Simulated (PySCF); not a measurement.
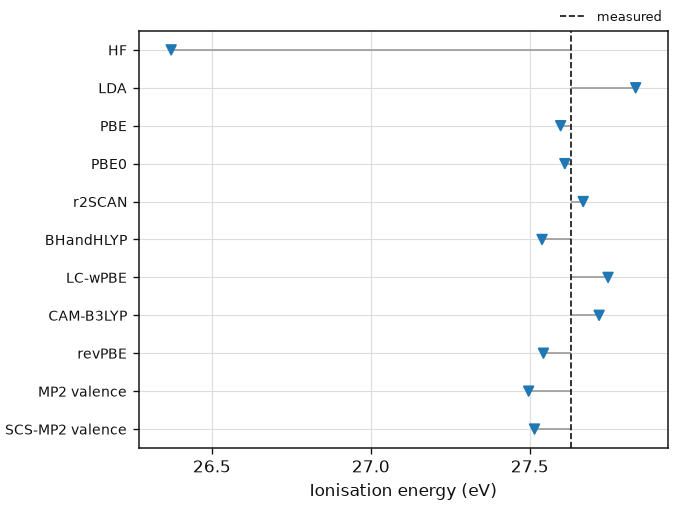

The ionisation energy of Ar⁺ ([Ne] 3s² 3p⁵ → [Ne] 3s² 3p⁴) across levels of theory. PySCF, aug-cc-pV(Q+d)Z, non-relativistic, unrestricted single determinants, no spin-orbit coupling. Methods marked “valence” freeze 10 core electrons.

**Which methods come out highest, lowest and best?**

The values run from 26.37 eV (HF) to 27.83 eV (LDA). The measured value is 27.63 eV; nearest to it come PBE0 (−0.02) and PBE (−0.03), furthest HF (−1.26 eV). These values lack spin-orbit coupling; with the first-order correction of −0.0062 eV added, PBE0 comes nearest (−0.03).

```
         Method  Ionisation energy (eV)
             HF                   26.37
            LDA                   27.83
            PBE                   27.60
           PBE0                   27.61
         r2SCAN                   27.67
      BHandHLYP                   27.54
        LC-wPBE                   27.75
      CAM-B3LYP                   27.72
         revPBE                   27.54
    MP2 valence                   27.50
SCS-MP2 valence                   27.52
```
